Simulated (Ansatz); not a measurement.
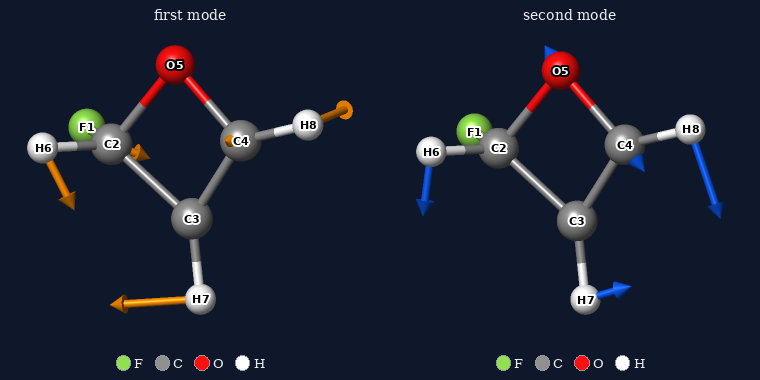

The system is C₃H₃FO, SMILES FC1C=CO1; the picture shows the reference structure; its two panels give the patterns of the first and the second mode as arrows. The first coordinate is: normal mode 7 (916 cm⁻¹); the second: normal mode 9 (1022 cm⁻¹). Nothing is relaxed (straight displacements along the two mass-weighted modes). The grid has 9 × 9 points. Energies: eV, counted from the lowest grid point. Theory: Ansatz 0.2.0, RKS PBE-D4/def2-SVP.

Its coordinates:

```xyz
8

F    -1.1085    1.2680    1.0956
C    -0.2440    0.8161    0.1590
C     0.6333   -0.3767    0.4690
C    -0.0137   -0.9789   -0.5542
O    -0.9284    0.0154   -0.8752
H     0.2459    1.6848   -0.3351
H     1.4753   -0.5824    1.1350
H     0.0323   -1.9036   -1.1498
```

Range: normal mode 7 (916 cm⁻¹) from −0.805 to 0.805 amu½·Å; normal mode 9 (1022 cm⁻¹) from −0.72 to 0.72 amu½·Å.

**What landscape does the calculation give?**

The lowest grid point is at normal mode 7 (916 cm⁻¹) = 0.000 amu½·Å, normal mode 9 (1022 cm⁻¹) = 0.00 amu½·Å. No other kind of well shows on this grid. The highest grid point, normal mode 7 (916 cm⁻¹) = −0.805 amu½·Å, normal mode 9 (1022 cm⁻¹) = −0.72 amu½·Å, lies 2.47 eV above the lowest.

```tsv
normal mode 9 (1022 cm⁻¹) ↓, normal mode 7 (916 cm⁻¹) →	−0.805	−0.604	−0.402	−0.201	0.000	0.201	0.402	0.604	0.805
0.72	2.18	1.63	1.23	0.99	0.90	0.95	1.16	1.52	2.04
0.54	1.72	1.19	0.82	0.59	0.51	0.57	0.78	1.13	1.65
0.36	1.37	0.87	0.51	0.30	0.23	0.29	0.49	0.85	1.37
0.18	1.15	0.66	0.32	0.12	0.06	0.12	0.32	0.67	1.20
0.00	1.06	0.58	0.25	0.06	0.00	0.06	0.26	0.62	1.15
−0.18	1.13	0.65	0.32	0.13	0.07	0.13	0.33	0.69	1.23
−0.36	1.37	0.88	0.55	0.35	0.28	0.34	0.55	0.92	1.46
−0.54	1.81	1.31	0.96	0.74	0.66	0.72	0.93	1.30	1.86
−0.72	2.47	1.96	1.58	1.35	1.25	1.30	1.51	1.88	2.43
```

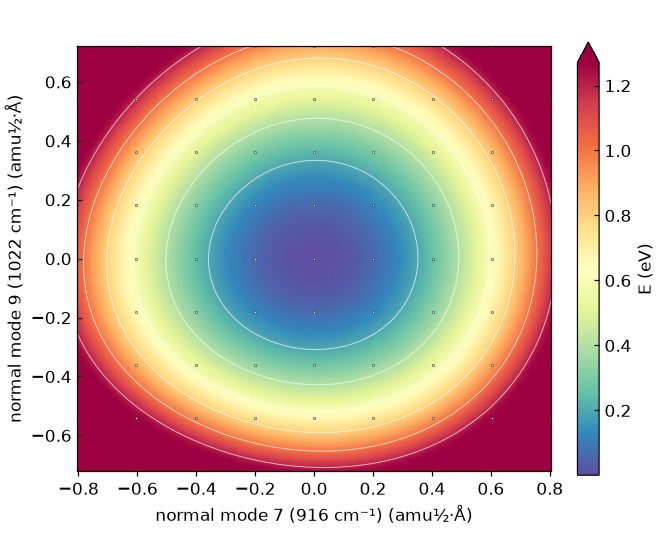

In the figure: a smooth colour map with a few white contour lines, dots at the grid points, one colour for all values above the top of the scale. Between grid points the surface is interpolated.

The whole map (81 points run) took 12 min on 1 thread of Arm Neoverse V2, on a shared host.
